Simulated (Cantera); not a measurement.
Feed: 1 mol Al, 4.6 mol Cl2, at 852 °C.

Cantera equilibrium calculation (NASA polynomials, part measured and part estimated; ideal gas, pure solids and liquids). Candidate condensed phases: Al, AlCl3; 8 gas species. Equilibrium is a limit: real reactors are often held back by kinetics, nucleation or transport.

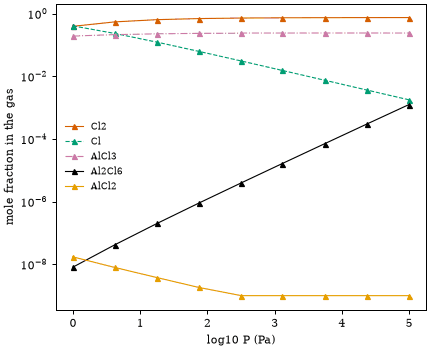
*Equilibrium gas composition (values under 1e-9 drawn at 1e-9)*

From 1.00 Pa to 1.00 bar nothing is condensed. The main Al-bearing gas is AlCl3 throughout.
